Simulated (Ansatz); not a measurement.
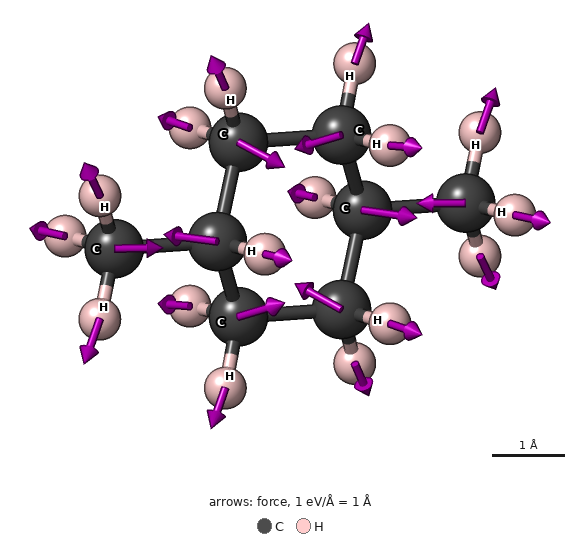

Starting geometry of C8H16 (coarse preliminary run) with the computed forces as purple arrows. A ball-and-stick model, seen at a tilt.

The start comes from a force field.

All numbers below come from Ansatz 0.2.0, RKS PBE-D4/def2-SVP.

Input
```yaml
crystal:
  periodic: [false, false, false]
  atoms:
    - {symbol: C, position_ang: [2.309160, 1.002950, -1.480170]}
    - {symbol: C, position_ang: [0.936080, 0.510010, -1.032740]}
    - {symbol: C, position_ang: [1.013810, -0.923700, -0.507050]}
    - {symbol: C, position_ang: [-0.356790, -1.417060, -0.053760]}
    - {symbol: C, position_ang: [-0.935870, -0.509740, 1.032200]}
    - {symbol: C, position_ang: [-2.308260, -1.003100, 1.481390]}
    - {symbol: C, position_ang: [-1.014540, 0.923680, 0.506650]}
    - {symbol: C, position_ang: [0.356000, 1.416850, 0.052790]}
    - {symbol: H, position_ang: [2.244390, 2.016670, -1.869650]}
    - {symbol: H, position_ang: [2.712130, 0.360370, -2.260020]}
    - {symbol: H, position_ang: [3.004130, 1.001890, -0.642710]}
    - {symbol: H, position_ang: [0.260610, 0.526440, -1.895990]}
    - {symbol: H, position_ang: [1.708870, -0.958470, 0.335590]}
    - {symbol: H, position_ang: [1.403290, -1.582110, -1.286990]}
    - {symbol: H, position_ang: [-1.037990, -1.431570, -0.908270]}
    - {symbol: H, position_ang: [-0.274880, -2.438980, 0.323820]}
    - {symbol: H, position_ang: [-0.259470, -0.526230, 1.894730]}
    - {symbol: H, position_ang: [-2.243350, -2.018360, 1.866540]}
    - {symbol: H, position_ang: [-3.005840, -0.997800, 0.646150]}
    - {symbol: H, position_ang: [-2.708130, -0.363210, 2.265070]}
    - {symbol: H, position_ang: [-1.709790, 0.958220, -0.335830]}
    - {symbol: H, position_ang: [-1.404010, 1.582310, 1.286540]}
    - {symbol: H, position_ang: [1.037150, 1.432650, 0.907280]}
    - {symbol: H, position_ang: [0.273340, 2.438290, -0.325580]}
basis:
  gaussian: {orbitals: def2-SVP}
hamiltonian: {xc: pbe, dispersion: d4}
relax: {f_tol: 0.03, max_steps: 200}
```

Run as
```bash
ansatz run in.yaml --threads 4 --pin off --events-out ev --progress --plain --max-ram 66560MiB --backend cuda --devices 0, --max-vram 37GiB
```

Question: What follows when this structure is relaxed?

Answer: It isn't relaxed: the largest force vector, on C atoms, is 0.93 eV/Å. The final displacements follow the starting forces only in part (cosine between the two patterns 0.43). Over 2 geometry steps the energy falls by 14.7 kJ/mol. Largest force component: 0.76 eV/Å at the start, 0.024 eV/Å at the end. The largest moves after the best rigid fit, 0.057 Å, are those of H11 and H19. By element the largest moves are H 0.057 Å, C 0.032 Å. Near-neighbour distances that change, for instance: C3–H13 1.093 → 1.115 Å, C1–H10 1.088 → 1.109 Å, C2–H12 1.096 → 1.117 Å, C2–C3 1.529 → 1.538 Å.
